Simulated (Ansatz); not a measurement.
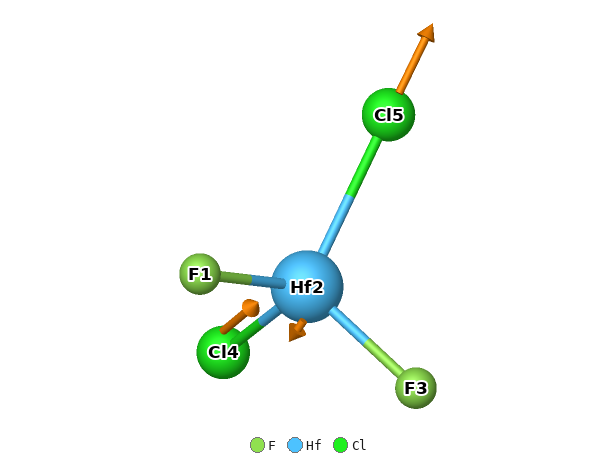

The arrows show one normal mode. The species is neutral and a spin singlet. Harmonic vibrations computed with RKS PBE0-D4/def2-TZVP, core potentials on Hf (Ansatz 0.2.0) at a stationary point of the same level.

Q: Describe the motion.

A: Mostly out-of-phase stretching of 2 Hf–Cl bonds.

Q: At what wavenumber does it lie?

A: 395 cm⁻¹; it is mode 7 of 9 counted from the lowest.
